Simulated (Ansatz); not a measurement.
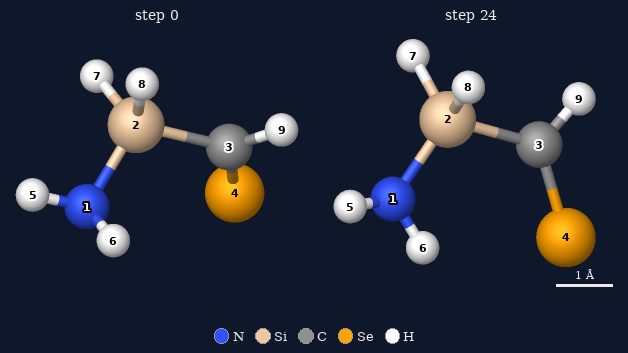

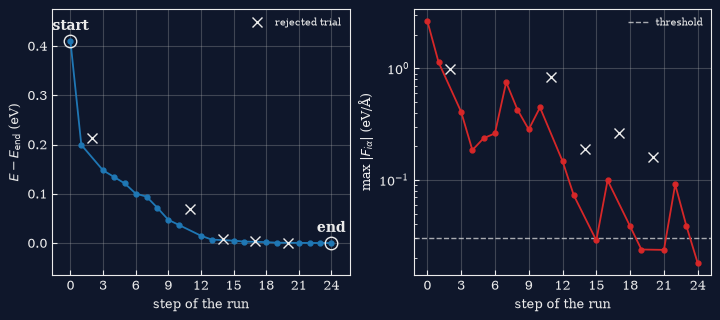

First and last geometry of a relaxation of CH$_{5}$NSeSi (coarse preliminary run), with the history of the run. Style: ball-and-stick. Shown at a tilt.

The start comes from a force field.

Method: RKS PBE-D4/def2-SVP (Ansatz). (force threshold 0.03 eV/Å; at most 200 steps)

Question: What do the curves and the structures tell?

Answer: It converged. Over 19 accepted moves (24 points after the start) the energy falls by 0.410 eV. Largest force component: 2.7 eV/Å at the start, 0.018 eV/Å at the end. The line search rejected the trial steps at points 2, 11, 14, 17, 20 of the run. The forces were under the threshold at step 15, but the run went on from there. The atom that moves furthest after the best rigid fit is Se4 (1.41 Å). By element the largest moves are Se 1.41 Å, H 1.08 Å, N 0.21 Å, Si 0.19 Å, C 0.09 Å. Some distances before and after: Si2–C3 1.835 → 1.894 Å, N1–H6 1.084 → 1.029 Å, N1–H5 1.070 → 1.021 Å, Si2–H7 1.462 → 1.508 Å. Among the angles between lasting bonds that change: Si2–N1–H5 110.4° → 122.0°, N1–Si2–H8 109.1° → 116.7°, H5–N1–H6 104.3° → 111.8°. Groups turn about Si2–C3 by about 70°, N1–Si2 by about 35°.
